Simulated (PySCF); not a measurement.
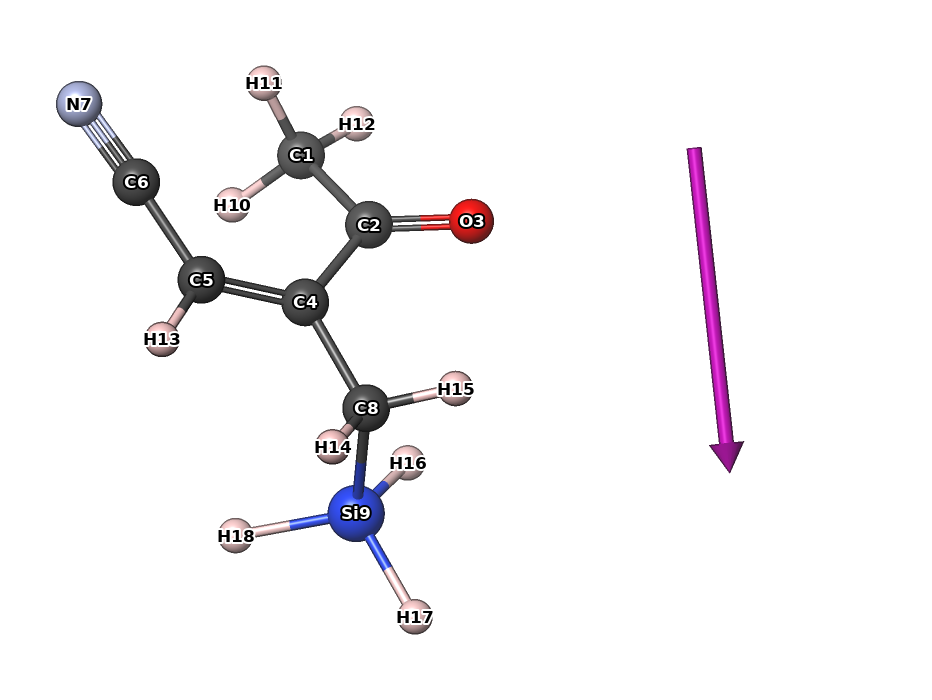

The arrow beside the molecule shows the direction of the dipole moment, from the negative to the positive end (its length means nothing). The geometry was computed by an optimisation with GFN2-xTB. No frequency run is at hand to confirm it as a minimum. Method: PBE0/pcSseg-1, gas phase (PySCF 2.14.0).

How large is the dipole moment?

Answer. 3.43 D; it points from the side of N7, H11 to the side of H17 (the outermost atoms at the two ends).

The geometry is semi-empirical. Around Si such bond lengths and angles can be off by a tenth of an ångström or more and by several degrees, and values that hang on the shape move with them.
